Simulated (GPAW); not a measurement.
Band structure of ZnO (P6_3mc, 4 atoms in the cell).

```
ZnO
1.0
    3.16451     0.00000     0.00000
   -1.58225     2.74055     0.00000
    0.00000     0.00000     5.10456
Zn O
2 2
Direct
  0.66667   0.33333   0.50059
  0.33333   0.66667   0.00059
  0.66667   0.33333   0.87972
  0.33333   0.66667   0.37972
```

Method: PBE, GPAW PAW datasets PBE (gpaw-data 1.0.1) (plane waves; GPAW).

Settings: mode = pw; ecut = 950 eV; xc = PBE; kpts = 10 10 5; mesh shift (steps) = 0 0 0; occupations.name = fermi-dirac; occupations.width = 0 eV; nbands = -8; convergence.bands = -6; symmetry.symmorphic = false; symmetry.tolerance = 0.0005; maxiter = 100; bandpath_npoints = 40.

The starting cell comes from a database of computed structures (which also holds hypothetical and non-ambient phases and stackings), without a prior relaxation at this level. Its lattice was rescaled by a random factor within 2.5 % of one.

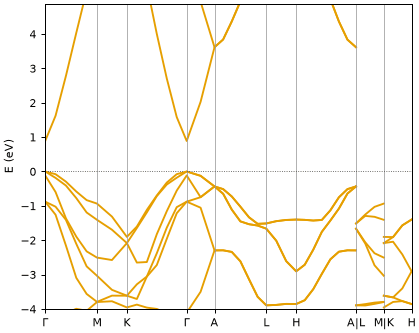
Bands along the path, energies from the top of the valence band on the SCF mesh.

Read off roughly the gap and where its edges lie.

The gap along the path is about 0.9 eV (computed: 0.89 eV), direct at Γ to within 0.01 eV.

Levels in eV from the top of the valence band on the SCF mesh, bands 15 to 22:
```csv
point,15,16,17,18,19,20,21,22
Γ,-0.88,-0.12,0.00,0.00,0.89,5.50,8.43,13.28
M,-3.03,-2.51,-1.41,-0.93,6.09,6.95,7.65,9.01
K,-3.61,-2.08,-2.08,-1.90,7.63,8.13,8.13,8.32
A,-0.44,-0.44,-0.44,-0.44,3.62,3.62,10.35,10.35
L,-1.66,-1.66,-1.51,-1.51,5.82,5.82,8.84,8.84
H,-2.90,-2.90,-1.40,-1.40,8.10,8.10,8.32,8.32
```
